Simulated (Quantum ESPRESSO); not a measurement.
## Magnetic state of MnCuAs from several starts

Aim: find out which collinear order of MnCuAs costs least.

Calculated with Quantum ESPRESSO 7.5; PBEsol; plane waves with GBRV 1.5 PBEsol potentials, no spin-orbit coupling.

### Step 1. Starting point

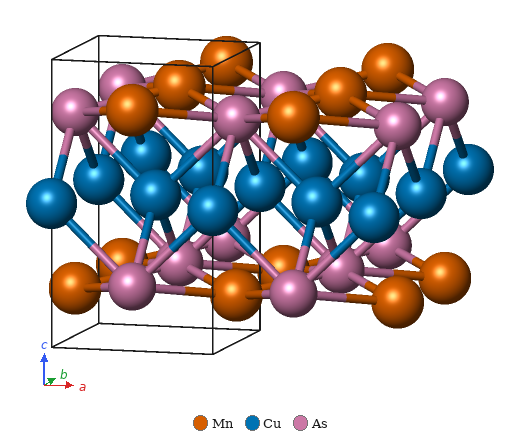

Start, viewed slightly off an axis; manganese orange, copper blue, arsenic pink. 2×2×1 cells are drawn. Some periodic images of atoms are drawn too.

The cell comes from Materials Project 2023-11-01, a database of computed structures, and need not be the stable phase.

### Step 2. Run 1, typed as ferro ++

The signs are those of the starting moments on the seeded atoms, the atoms that are given a moment.

pw.in

```
&CONTROL
  calculation = 'scf'
  prefix = 'pwscf'
  outdir = './tmp'
  pseudo_dir = './pseudo'
  disk_io = 'nowf'
/
&SYSTEM
  ibrav = 0
  celldm(1) = 8
  nat = 6
  ntyp = 3
  ecutwfc = 40
  ecutrho = 280
  nbnd = 54
  occupations = 'smearing'
  smearing = 'fd'
  degauss = 0.00734986
  nspin = 2
  starting_magnetization(1) = 0.2333
  starting_magnetization(2) = 0
  starting_magnetization(3) = 0
/
&ELECTRONS
  conv_thr = 1.2d-08
  electron_maxstep = 150
  mixing_beta = 0.3
/
ATOMIC_SPECIES
Mn     54.9380 mn_pbesol_v1.5.uspp.F.UPF
Cu     63.5460 cu_pbesol_v1.2.uspp.F.UPF
As     74.9216 as_pbesol_v1.uspp.F.UPF
CELL_PARAMETERS alat
   0.8738780988147    0.0000000000000    0.0000000000000
   0.0000000000000    0.8738780988147    0.0000000000000
   0.0000000000000    0.0000000000000    1.5137703088783
ATOMIC_POSITIONS crystal
Mn      0.0000000000    0.5000000000    0.1640200000
Mn      0.5000000000    0.0000000000    0.8359800000
Cu      0.0000000000    0.0000000000    0.5000000000
Cu      0.5000000000    0.5000000000    0.5000000000
As      0.0000000000    0.5000000000    0.7762460000
As      0.5000000000    0.0000000000    0.2237540000
K_POINTS automatic
10 10 6 0 0 0
```

Command:

```console
$ OMP_NUM_THREADS=1 mpirun -n 4 pw.x -nk 4 -in pw.in > pw.out
```

The log of the run:

```text
Program PWSCF v.7.5 starts

     Message from routine setup:
     using ibrav=0 with symmetry is DISCOURAGED, use correct ibrav instead

     K-points division:     npool     =       4
     Subspace diagonalization in iterative solution of the eigenvalue problem:

     G-vector sticks info
     --------------------
     sticks:   dense  smooth     PW     G-vecs:    dense   smooth      PW
     Sum        1093     621    185                47069    20229    3395

     Using Slab Decomposition

     bravais-lattice index     =            0
     lattice parameter (alat)  =       8.0000  a.u.
     unit-cell volume          =     591.8773 (a.u.)^3
     number of atoms/cell      =            6
     number of atomic types    =            3
     number of electrons       =        78.00
     number of Kohn-Sham states=           54
     kinetic-energy cutoff     =      40.0000  Ry
     charge density cutoff     =     280.0000  Ry
     scf convergence threshold =      1.2E-08
     mixing beta               =       0.3000
     number of iterations used =            8  plain     mixing
     Exchange-correlation= SLA  PW   PSX  PSC
                           (   1   4  10   8   0   0   0)

     celldm(1)=   8.000000  celldm(2)=   0.000000  celldm(3)=   0.000000
     celldm(4)=   0.000000  celldm(5)=   0.000000  celldm(6)=   0.000000

     crystal axes: (cart. coord. in units of alat)
               a(1) = (   0.873878   0.000000   0.000000 )
               a(2) = (   0.000000   0.873878   0.000000 )
               a(3) = (   0.000000   0.000000   1.513770 )

     reciprocal axes: (cart. coord. in units 2 pi/alat)
               b(1) = (  1.144324  0.000000  0.000000 )
               b(2) = (  0.000000  1.144324  0.000000 )
               b(3) = (  0.000000  0.000000  0.660602 )

     PseudoPot. # 1 for Mn read from file:
     mn_pbesol_v1.5.uspp.F.UPF
     Pseudo is Ultrasoft + core correction, Zval = 15.0
     Generated by new atomic code, or converted to UPF format
     Using radial grid of  859 points,  6 beta functions with:
                l(1) =   0
                l(2) =   0
                l(3) =   1
                l(4) =   1
                l(5) =   2
                l(6) =   2
     Q(r) pseudized with  8 coefficients,  rinner =    0.950   0.950   0.950
                                                       0.950   0.950

     PseudoPot. # 2 for Cu read from file:
     cu_pbesol_v1.2.uspp.F.UPF
     Pseudo is Ultrasoft + core correction, Zval = 19.0
     Generated by new atomic code, or converted to UPF format
     Using radial grid of  867 points,  6 beta functions with:
                l(1) =   0
                l(2) =   0
                l(3) =   1
                l(4) =   1
                l(5) =   2
                l(6) =   2
     Q(r) pseudized with  8 coefficients,  rinner =    1.150   1.150   1.150
                                                       1.150   1.150

     PseudoPot. # 3 for As read from file:
     as_pbesol_v1.uspp.F.UPF
     Pseudo is Ultrasoft + core correction, Zval =  5.0
     Generated by new atomic code, or converted to UPF format
     Using radial grid of  875 points,  6 beta functions with:
                l(1) =   0
                l(2) =   0
                l(3) =   1
                l(4) =   1
                l(5) =   2
                l(6) =   2
     Q(r) pseudized with  8 coefficients,  rinner =    1.300   1.300   1.300
                                                       1.300   1.300

     atomic species   valence    mass     pseudopotential
     Mn               15.00    54.93800     Mn( 1.00)
     Cu               19.00    63.54600     Cu( 1.00)
     As                5.00    74.92160     As( 1.00)

     Starting magnetic structure
     atomic species   magnetization
     Mn              0.233
     Cu              0.000
     As              0.000

     16 Sym. Ops., with inversion, found ( 8 have fractional translation)

   Cartesian axes

     site n.     atom                  positions (alat units)
         1        Mn     tau(   1) = (   0.0000000   0.4369390   0.2482886  )
         2        Mn     tau(   2) = (   0.4369390   0.0000000   1.2654817  )
         3        Cu     tau(   3) = (   0.0000000   0.0000000   0.7568852  )
         4        Cu     tau(   4) = (   0.4369390   0.4369390   0.7568852  )
         5        As     tau(   5) = (   0.0000000   0.4369390   1.1750581  )
         6        As     tau(   6) = (   0.4369390   0.0000000   0.3387122  )

     number of k points=    84  Fermi-Dirac smearing, width (Ry)=  0.0073
                       cart. coord. in units 2pi/alat
        k(    1) = (   0.0000000   0.0000000   0.0000000), wk =   0.0016667
        k(    2) = (   0.0000000   0.0000000   0.1101004), wk =   0.0033333
        k(    3) = (   0.0000000   0.0000000   0.2202007), wk =   0.0033333
        k(    4) = (   0.0000000   0.0000000  -0.3303011), wk =   0.0016667
        k(    5) = (   0.0000000   0.1144324   0.0000000), wk =   0.0066667
        [... 79 further k-points ...]

     Dense  grid:    47069 G-vectors     FFT dimensions: (  40,  40,  72)

     Smooth grid:    20229 G-vectors     FFT dimensions: (  30,  30,  50)

     Check: negative core charge=   -0.000023
     Generating pointlists ...
     new r_m :   0.2421 (alat units)  1.9371 (a.u.) for type    1
     new r_m :   0.2495 (alat units)  1.9958 (a.u.) for type    2
     new r_m :   0.2421 (alat units)  1.9371 (a.u.) for type    3

     Initial potential from superposition of free atoms

     starting charge      74.9994, renormalised to      78.0000
     Starting wfcs are   60 randomized atomic wfcs

     Self-consistent Calculation

     iteration #  1     ecut=    40.00 Ry     beta= 0.30
     Davidson diagonalization with overlap
     ethr =  1.00E-02,  avg # of iterations =  3.0

     total energy              =   -1303.78188445 Ry
     estimated scf accuracy    <      15.74050154 Ry

     total magnetization       =     3.46 Bohr mag/cell
     absolute magnetization    =     3.72 Bohr mag/cell

     iteration #  2     ecut=    40.00 Ry     beta= 0.30
     Davidson diagonalization with overlap
     ethr =  1.00E-02,  avg # of iterations =  2.9

     total energy              =   -1301.76687343 Ry
     estimated scf accuracy    <     105.24382575 Ry

     total magnetization       =     0.59 Bohr mag/cell
     absolute magnetization    =     0.66 Bohr mag/cell

     iteration #  3     ecut=    40.00 Ry     beta= 0.30
     Davidson diagonalization with overlap
     ethr =  1.00E-02,  avg # of iterations =  2.0

     total energy              =   -1308.97768028 Ry
     estimated scf accuracy    <       3.05935371 Ry

     total magnetization       =     5.71 Bohr mag/cell
     absolute magnetization    =     6.20 Bohr mag/cell

     [... further iterations left out ...]

     iteration # 13     ecut=    40.00 Ry     beta= 0.30
     Davidson diagonalization with overlap
     ethr =  2.09E-07,  avg # of iterations =  1.2

     total energy              =   -1309.13532855 Ry
     estimated scf accuracy    <       0.00000248 Ry

     total magnetization       =     7.18 Bohr mag/cell
     absolute magnetization    =     7.59 Bohr mag/cell

     iteration # 14     ecut=    40.00 Ry     beta= 0.30
     Davidson diagonalization with overlap
     ethr =  3.18E-09,  avg # of iterations =  5.4

     total energy              =   -1309.13533194 Ry
     estimated scf accuracy    <       0.00000063 Ry

     total magnetization       =     7.19 Bohr mag/cell
     absolute magnetization    =     7.59 Bohr mag/cell

     iteration # 15     ecut=    40.00 Ry     beta= 0.30
     Davidson diagonalization with overlap
     ethr =  8.02E-10,  avg # of iterations =  2.6

     total energy              =   -1309.13533211 Ry
     estimated scf accuracy    <       0.00000008 Ry

     total magnetization       =     7.19 Bohr mag/cell
     absolute magnetization    =     7.59 Bohr mag/cell

     iteration # 16     ecut=    40.00 Ry     beta= 0.30
     Davidson diagonalization with overlap
     ethr =  1.09E-10,  avg # of iterations =  5.0

     Magnetic moment per site  (integrated on atomic sphere of radius R)
     atom   1 (R=0.242)  charge= 13.1560  magn=  3.3781
     atom   2 (R=0.242)  charge= 13.1560  magn=  3.3781
     atom   3 (R=0.249)  charge= 17.8120  magn=  0.0371
     atom   4 (R=0.249)  charge= 17.8120  magn=  0.0371
     atom   5 (R=0.242)  charge=  2.8019  magn= -0.0257
     atom   6 (R=0.242)  charge=  2.8019  magn= -0.0257

     End of self-consistent calculation

     Number of k-points >= 100: set verbosity='high' to print the bands.

     the Fermi energy is    13.4674 ev

!    total energy              =   -1309.13533216 Ry
     estimated scf accuracy    <       0.00000001 Ry
     smearing contrib. (-TS)   =      -0.00887963 Ry
     internal energy E=F+TS    =   -1309.12645253 Ry

     The total energy is F=E-TS. E is the sum of the following terms:
     one-electron contribution =    -975.11549021 Ry
     hartree contribution      =     524.81132255 Ry
     xc contribution           =    -192.38119855 Ry
     ewald contribution        =    -666.44108633 Ry

     total magnetization       =     7.19 Bohr mag/cell
     absolute magnetization    =     7.59 Bohr mag/cell

     convergence has been achieved in  16 iterations

=------------------------------------------------------------------------------=
   JOB DONE.
=------------------------------------------------------------------------------=
```

It took 5.1 min on 4 MPI ranks of Intel Xeon at 2.50GHz (Skylake/Cascade Lake), shared host; peak memory 0.83 GiB; 20 min of CPU time.

Spin moment in the atom's sphere by atom:

| atom | spin moment in the atom's sphere (μB) |
| --- | --- |
| Mn1 | 3.38 |
| Mn2 | 3.38 |
| Cu3 | 0.04 |
| Cu4 | 0.04 |
| As5 | -0.03 |
| As6 | -0.03 |

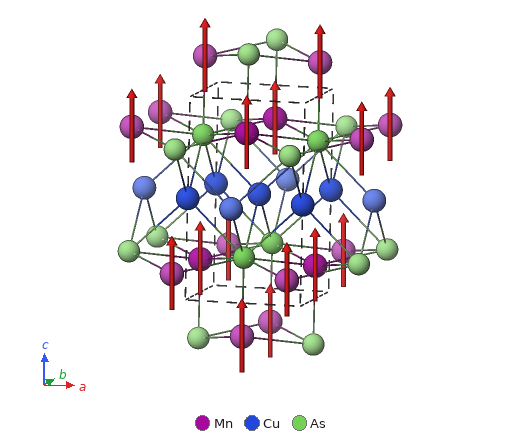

Spin moment in the atom's sphere as arrows, the longest 3.38 μB. Up and down stand for the sign. Arrows give size and sign along the axis of quantisation, drawn up and down the page. Some periodic images of atoms are drawn too.

This step gave:

* smearing term TS: 0.1208 eV
* magnetization: 7.186 μB
* absolute magnetization: 7.588 μB
* final state: ferromagnetic

### Step 3. Start 2: antiferro +−

Changes to pw.in since step 2:

```diff
@@ -11,6 +11,6 @@
   nat = 6
-  ntyp = 3
+  ntyp = 4
   ecutwfc = 40
   ecutrho = 280
-  nbnd = 54
+  nbnd = 50
   occupations = 'smearing'
@@ -20,4 +20,5 @@
   starting_magnetization(1) = 0.2333
-  starting_magnetization(2) = 0
+  starting_magnetization(2) = -0.2333
   starting_magnetization(3) = 0
+  starting_magnetization(4) = 0
 /
@@ -29,3 +30,4 @@
 ATOMIC_SPECIES
-Mn     54.9380 mn_pbesol_v1.5.uspp.F.UPF
+Mn1    54.9380 mn_pbesol_v1.5.uspp.F.UPF
+Mn2    54.9380 mn_pbesol_v1.5.uspp.F.UPF
 Cu     63.5460 cu_pbesol_v1.2.uspp.F.UPF
@@ -37,4 +39,4 @@
 ATOMIC_POSITIONS crystal
-Mn      0.0000000000    0.5000000000    0.1640200000
-Mn      0.5000000000    0.0000000000    0.8359800000
+Mn1     0.0000000000    0.5000000000    0.1640200000
+Mn2     0.5000000000    0.0000000000    0.8359800000
 Cu      0.0000000000    0.0000000000    0.5000000000
```

The log of the run:

```text
[banner, memory and clock lines left out]
Program PWSCF v.7.5 starts

     Message from routine setup:
     using ibrav=0 with symmetry is DISCOURAGED, use correct ibrav instead

     bravais-lattice index     =            0
     lattice parameter (alat)  =       8.0000  a.u.
     unit-cell volume          =     591.8773 (a.u.)^3
     number of atoms/cell      =            6
     number of atomic types    =            4
     number of electrons       =        78.00
     number of Kohn-Sham states=           50
     kinetic-energy cutoff     =      40.0000  Ry
     charge density cutoff     =     280.0000  Ry
     scf convergence threshold =      1.2E-08
     mixing beta               =       0.3000
     number of iterations used =            8  plain     mixing
     Exchange-correlation= SLA  PW   PSX  PSC
                           (   1   4  10   8   0   0   0)

     celldm(1)=   8.000000  celldm(2)=   0.000000  celldm(3)=   0.000000
     celldm(4)=   0.000000  celldm(5)=   0.000000  celldm(6)=   0.000000

     crystal axes: (cart. coord. in units of alat)
               a(1) = (   0.873878   0.000000   0.000000 )
               a(2) = (   0.000000   0.873878   0.000000 )
               a(3) = (   0.000000   0.000000   1.513770 )

     reciprocal axes: (cart. coord. in units 2 pi/alat)
               b(1) = (  1.144324  0.000000  0.000000 )
               b(2) = (  0.000000  1.144324  0.000000 )
               b(3) = (  0.000000  0.000000  0.660602 )

     PseudoPot. # 1 for Mn read from file:
     mn_pbesol_v1.5.uspp.F.UPF
     Pseudo is Ultrasoft + core correction, Zval = 15.0

     PseudoPot. # 2 for Mn read from file:
     mn_pbesol_v1.5.uspp.F.UPF
     Pseudo is Ultrasoft + core correction, Zval = 15.0

     PseudoPot. # 3 for Cu read from file:
     cu_pbesol_v1.2.uspp.F.UPF
     Pseudo is Ultrasoft + core correction, Zval = 19.0

     PseudoPot. # 4 for As read from file:
     as_pbesol_v1.uspp.F.UPF
     Pseudo is Ultrasoft + core correction, Zval =  5.0

     atomic species   valence    mass     pseudopotential
     Mn1              15.00    54.93800     Mn( 1.00)
     Mn2              15.00    54.93800     Mn( 1.00)
     Cu               19.00    63.54600     Cu( 1.00)
     As                5.00    74.92160     As( 1.00)

     Starting magnetic structure
     atomic species   magnetization
     Mn1             0.233
     Mn2            -0.233
     Cu              0.000
     As              0.000

      8 Sym. Ops. (no inversion) found ( 4 have fractional translation)

   Cartesian axes

     site n.     atom                  positions (alat units)
         1        Mn1    tau(   1) = (   0.0000000   0.4369390   0.2482886  )
         2        Mn2    tau(   2) = (   0.4369390   0.0000000   1.2654817  )
         3        Cu     tau(   3) = (   0.0000000   0.0000000   0.7568852  )
         4        Cu     tau(   4) = (   0.4369390   0.4369390   0.7568852  )
         5        As     tau(   5) = (   0.0000000   0.4369390   1.1750581  )
         6        As     tau(   6) = (   0.4369390   0.0000000   0.3387122  )

     number of k points=    84  Fermi-Dirac smearing, width (Ry)=  0.0073
                       cart. coord. in units 2pi/alat
        k(    1) = (   0.0000000   0.0000000   0.0000000), wk =   0.0016667
        k(    2) = (   0.0000000   0.0000000   0.1101004), wk =   0.0033333
        k(    3) = (   0.0000000   0.0000000   0.2202007), wk =   0.0033333
        k(    4) = (   0.0000000   0.0000000  -0.3303011), wk =   0.0016667
        k(    5) = (   0.0000000   0.1144324   0.0000000), wk =   0.0066667
        [... 79 further k-points ...]

     Dense  grid:    47069 G-vectors     FFT dimensions: (  40,  40,  72)

     Smooth grid:    20229 G-vectors     FFT dimensions: (  30,  30,  50)

     Check: negative core charge=   -0.000023
     Generating pointlists ...
     new r_m :   0.2421 (alat units)  1.9371 (a.u.) for type    1
     new r_m :   0.2421 (alat units)  1.9371 (a.u.) for type    2
     new r_m :   0.2495 (alat units)  1.9958 (a.u.) for type    3
     new r_m :   0.2421 (alat units)  1.9371 (a.u.) for type    4

     Initial potential from superposition of free atoms

     starting charge      74.9994, renormalised to      78.0000
     Starting wfcs are   60 randomized atomic wfcs

     Self-consistent Calculation

     iteration #  1     ecut=    40.00 Ry     beta= 0.30
     Davidson diagonalization with overlap
     ethr =  1.00E-02,  avg # of iterations =  3.1

     total energy              =   -1303.97110468 Ry
     estimated scf accuracy    <      15.32188586 Ry

     total magnetization       =     0.00 Bohr mag/cell
     absolute magnetization    =     3.88 Bohr mag/cell

     iteration #  2     ecut=    40.00 Ry     beta= 0.30
     Davidson diagonalization with overlap
     ethr =  1.00E-02,  avg # of iterations =  3.4

     total energy              =   -1301.83299560 Ry
     estimated scf accuracy    <     103.64648002 Ry

     total magnetization       =    -0.00 Bohr mag/cell
     absolute magnetization    =     0.47 Bohr mag/cell

     [... further iterations left out ...]

     iteration # 16     ecut=    40.00 Ry     beta= 0.30
     Davidson diagonalization with overlap
     ethr =  3.49E-10,  avg # of iterations =  5.0

     total energy              =   -1309.15603808 Ry
     estimated scf accuracy    <       0.00000011 Ry

     total magnetization       =    -0.00 Bohr mag/cell
     absolute magnetization    =     7.59 Bohr mag/cell

     iteration # 17     ecut=    40.00 Ry     beta= 0.30
     Davidson diagonalization with overlap
     ethr =  1.40E-10,  avg # of iterations =  2.1

     Magnetic moment per site  (integrated on atomic sphere of radius R)
     atom   1 (R=0.242)  charge= 13.1536  magn=  3.3679
     atom   2 (R=0.242)  charge= 13.1536  magn= -3.3679
     atom   3 (R=0.249)  charge= 17.8110  magn= -0.0000
     atom   4 (R=0.249)  charge= 17.8110  magn= -0.0000
     atom   5 (R=0.242)  charge=  2.8103  magn=  0.0047
     atom   6 (R=0.242)  charge=  2.8103  magn= -0.0047

     End of self-consistent calculation

     Number of k-points >= 100: set verbosity='high' to print the bands.

     the Fermi energy is    13.6135 ev

!    total energy              =   -1309.15603811 Ry
     estimated scf accuracy    <          7.8E-09 Ry
     smearing contrib. (-TS)   =      -0.00564087 Ry
     internal energy E=F+TS    =   -1309.15039723 Ry

     The total energy is F=E-TS. E is the sum of the following terms:
     one-electron contribution =    -975.20745946 Ry
     hartree contribution      =     524.89203612 Ry
     xc contribution           =    -192.39388757 Ry
     ewald contribution        =    -666.44108633 Ry

     total magnetization       =    -0.00 Bohr mag/cell
     absolute magnetization    =     7.59 Bohr mag/cell

     convergence has been achieved in  17 iterations
```

It took 5.1 min on 4 MPI ranks; peak memory 0.83 GiB.

[end of part 1 of 2]

[Logs and program files are shortened in this print: banners, set-up blocks, solver, clock and traceback lines can be left out without a mark of their own.]

[Logs are printed without paths, hosts, clocks, repeated set-up lines and the standing remarks that a program may print on its own settings, such as how far it seeks lower states.]

[Hosts, paths, dates, database ids (printed as entryN), source tags and the programs' standing remarks are cut or masked in the printed files.]

[Where a cell is said to come from a database of computed structures, the database is the Materials Project.]
